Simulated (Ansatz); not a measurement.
```tsv
atom	x (Å)	y (Å)	z (Å)
Ge	-0.1482	-0.0475	-0.9752
C	1.4453	0.0069	1.7647
H	0.4457	-0.4136	1.6597
H	2.0455	-0.6857	2.3526
H	1.3811	0.9662	2.2759
H	1.9448	0.1456	0.7950
H	-0.8145	1.1818	-0.2251
F	-1.1486	-1.2597	-0.2097
```

Method: Ansatz 0.2.0, RHF/def2-SVP.

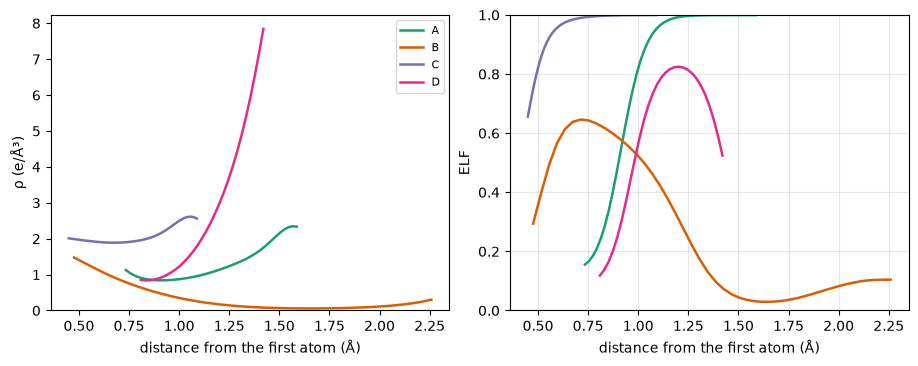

FGeH···CH₄. Total electron density and electron localisation function along straight lines between neighbouring atoms. The curves leave out the atomic cores.

Q: Which curve belongs to which contact (C–Ge, C–H, Ge–F and Ge–H)? The first atom named is at distance zero.

A: Curve A: Ge–H (1.59 Å): ρ is about 0.94 e/Å³ halfway; the ELF climbs to about 1 towards the hydrogen. Curve B: C2···Ge1 (3.17 Å): the density falls to about 0.06 e/Å³ on the way; the ELF dips to about 0 between them. Curve C: C–H (1.09 Å): ρ at the midpoint is about 1.9 e/Å³; the ELF climbs to about 1 towards the hydrogen; a covalent bond by its length. Curve D: Ge–F (1.75 Å): ρ at the midpoint is about 0.86 e/Å³; the ELF peaks at about 0.80 in the valence shell of F, 0.5 Å from its nucleus, and is about 0.20 at the midpoint.
